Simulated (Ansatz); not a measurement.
The calculation's input:

```
crystal:
  periodic: [false, false, false]
  atoms:
    - symbol: C
      position_ang: [1.814144, 1.585830, 0.001775]
    - symbol: Se
      position_ang: [-0.777221, 1.904725, -1.856975]
    - symbol: Si
      position_ang: [0.283937, 0.667770, -0.206712]
    - symbol: Si
      position_ang: [1.295800, 2.756003, -1.259118]
    - symbol: H
      position_ang: [2.703256, 1.476469, 0.639641]
basis:
  gaussian:
    orbitals: def2-TZVPD
total_charge: 1
hamiltonian:
  xc: {name: PBE0}
output:
  forces: true
  orbitals: {seedname: orbitals}
```

Launched as:

```sh
ansatz run input.yaml --threads 2 --pin off --max-ram 4350MiB --events-out events.jsonl --progress --plain --runs-dir runs
```

Geometry: BLYP-D3(BJ)/def2-SVP.

All numbers below come from isolated molecule in a Gaussian basis; Kohn-Sham density functional theory, functional PBE0 in Ansatz.

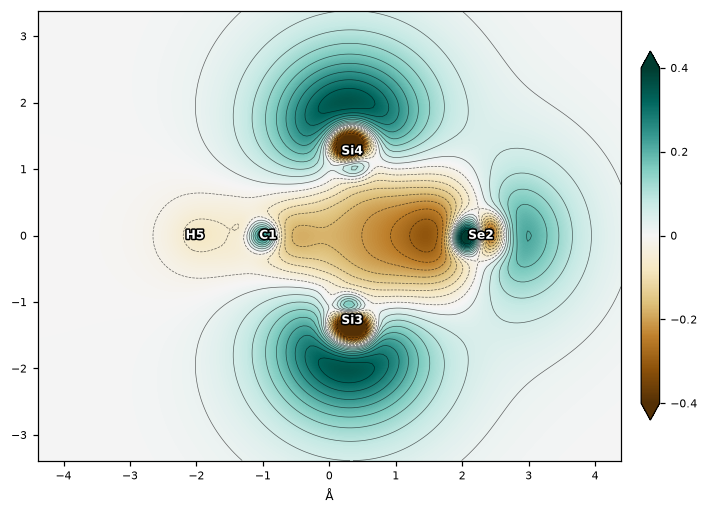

CHSeSi2 (charge +1). The HOMO−1 on the molecular plane (values in Å⁻³ᐟ²; the overall sign is arbitrary).

### What is the character of this orbital?

Its weight (Hirshfeld) is mainly on Si4 (about 40 %), Si3 (about 40 %) and Se2 (about 15 %); it is symmetric in the molecular plane (an in-plane orbital: σ, lone-pair or in-plane π type). Its energy is −13.26 eV.
